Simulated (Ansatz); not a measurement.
**RPA@PBE/STO-3G run of BH3S (SMILES BS)**

What is the vertical singlet–triplet gap of BH3S at RPA@PBE/STO-3G? 

The calculation is run with Ansatz 0.2.0.

54 further runs of the same task are left out: 2 that didn't finish, 52 set aside as unsound or not needed.

## (1) The system as given

BH3S has 5 atoms, charge 0, and is taken as a singlet. As SMILES, `BS`. The shape is that of a PBE0-D4/def2-TZVP optimisation.

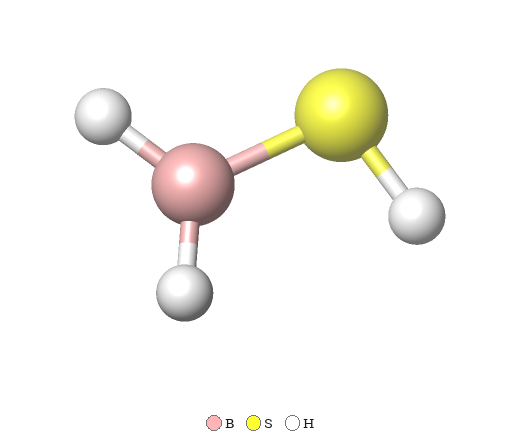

The structure, seen from a chosen angle (boron pink, sulfur yellow, hydrogen white).

## (2) The energy at RPA@PBE/STO-3G

Contents of run.yaml:

```yaml
crystal:
  periodic: [false, false, false]
  atoms:
    - {symbol: B, position_ang: [-0.392100, -0.421000, 0.088100]}
    - {symbol: S, position_ang: [0.161700, 1.236900, -0.154300]}
    - {symbol: H, position_ang: [-1.562900, -0.556400, 0.264200]}
    - {symbol: H, position_ang: [0.367100, -1.337600, 0.074200]}
    - {symbol: H, position_ang: [1.476100, 1.004400, -0.313600]}
basis:
  gaussian:
    orbitals: STO-3G
correlation:
  method: rpa
  frozen_orbitals: {B: 1, H: 0, S: 5}
accuracy: high
hamiltonian:
  xc: pbe
```

Run with:

```console
ansatz run run.yaml --threads 1 --pin off --max-ram 2610MiB --events-out events.jsonl --progress --plain --runs-dir runs
```

The program printed:

```text
Warning: RAYON_NUM_THREADS=1 ignored (pool sized by the plan → 1); use --threads N
Functional definition: PBE
  name "PBE"
  parameter kappa = 0.804
  parameter beta = 0.06672455060314922
  exchange = pbe_x(kappa = kappa, mu = beta*pi^2/3)
  correlation = pbe_c(beta = beta)
287 factors; integrals over basis functions are off by at most 2.4e-8 eV
mean field evaluation 1: about -11425.5597 eV, gradient 1.0e1 eV
mean field evaluation 2: about -11425.4990 eV, gradient 1.0e1 eV
mean field evaluation 4: about -11425.9132 eV, gradient 3.3e0 eV
mean field evaluation 8: about -11425.9515 eV, gradient 1.3e-2 eV
mean field evaluation 16: about -11425.9515 eV, gradient 9.2e-9 eV
mean field -11425.95150579 eV, -419.8959730499 hartree, gradient 9.2e-9 eV, S^2 0.000000; 0 other end points of the search recorded, 0 dependent functions left out
6 core orbitals not correlated: weight in the atoms' cores, before any rotation towards them, 1.000 or more for the frozen orbitals, at most 0.000 for the correlated occupied ones
reference -11409.38372628 eV, -419.2871183829 hartree; 6, 6 occupied and 5, 5 virtual orbitals, 287 factors
Total energy: -11413.74656583 eV, -419.4474497788 hartree
```

It took 1.3 s on 1 thread of Arm Neoverse V1, shared host.

## (3) The triplet

Contents of in.yaml:

```yaml
crystal:
  periodic: [false, false, false]
  atoms:
    - {symbol: B, position_ang: [-0.392100, -0.421000, 0.088100]}
    - {symbol: S, position_ang: [0.161700, 1.236900, -0.154300]}
    - {symbol: H, position_ang: [-1.562900, -0.556400, 0.264200]}
    - {symbol: H, position_ang: [0.367100, -1.337600, 0.074200]}
    - {symbol: H, position_ang: [1.476100, 1.004400, -0.313600]}
basis:
  gaussian:
    orbitals: STO-3G
total_charge: 0
magnetization:
  spin_polarized: true
  initial_magnetization: 2
correlation:
  method: rpa
  frozen_orbitals: {B: 1, H: 0, S: 5}
hamiltonian:
  xc: {name: PBE}
accuracy: high
```

Run with:

```console
ansatz run in.yaml --threads 1 --pin off --max-ram 2610MiB --events-out events.jsonl --progress --plain --runs-dir runs
```

The program printed (excerpt; [...] marks lines left out):

```text
Warning: RAYON_NUM_THREADS=1 ignored (pool sized by the plan → 1); use --threads N
[... 2 set-up lines as earlier in the session ...]
[...]
287 factors; integrals over basis functions are off by at most 2.4e-8 eV
[...]
mean field -11420.06499206 eV, -419.6796476602 hartree, gradient 2.8e-8 eV, S^2 2.002886; 3 other end points of the search recorded, 0 dependent functions left out
6 core orbitals not correlated: weight in the atoms' cores, before any rotation towards them, 1.000 or more for the frozen orbitals, at most 0.000 for the correlated occupied ones
reference -11403.53568311 eV, -419.0722067602 hartree; 7, 5 occupied and 4, 6 virtual orbitals, 287 factors
Total energy: -11408.13495216 eV, -419.2412267802 hartree
```

Wall time 3.3 s (1 thread of Arm Neoverse V1, shared host); peak memory 0.12 GiB.

## (4) What came out

At RPA@PBE/STO-3G, 6 core orbitals frozen:

```
                                        quantity          value
                           singlet: total energy  -419.44745 Eh
       singlet: RPA correlation energy (valence)     -160.3 mEh
                           triplet: total energy  -419.24123 Eh
       triplet: RPA correlation energy (valence)     -169.0 mEh
      triplet: ⟨S²⟩ of the reference determinant          2.003
vertical energy of the triplet above the singlet       5.612 eV
```

In words: At this shape the triplet lies 5.61 eV (541 kJ/mol) above the singlet. In a minimal basis such a difference can be off by several eV, whatever the method.
